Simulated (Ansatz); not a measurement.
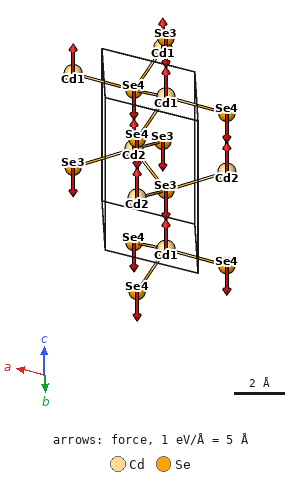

Starting geometry of solid CdSe (set up in P6_3mc) with the computed forces as red arrows. The picture is a ball-and-stick view of the cell of the calculation, seen from a free direction.

All numbers below come from Ansatz 0.2.0, DFT, PBE, plane-wave PAW, default files, scalar-relativistic. (plane-wave cutoff 420 eV; k-point mesh 9 × 9 × 5; occupations fermi dirac; smearing width 0.01 eV; no spin polarisation; atoms relaxed in a fixed cell; force threshold 0.02 eV/Å; at most 60 steps)

> What follows when this structure is relaxed?

It isn't relaxed: the largest force vector, on Se atoms, is 0.28 eV/Å. The atoms end up moving mostly along the starting forces (cosine between the two patterns 1.00). After 1 accepted move (2 points after the start) the energy has fallen by 19.6 meV per cell of the calculation. Largest force component: 0.28 eV/Å at the start, 0.0095 eV/Å at the end. 1 step only repeated the SCF at the same geometry. The largest moves, 0.034 Å, are those of Cd1, Cd2, Se3 and Se4. Se4 goes along −c. By element the largest moves are Se 0.034 Å, Cd 0.034 Å. The lattice vectors keep their values. Some distances before and after: Cd1–Se3 2.703 → 2.634 Å, Cd1–Se4 2.611 → 2.632 Å. The space group stays P6_3mc (No. 186).
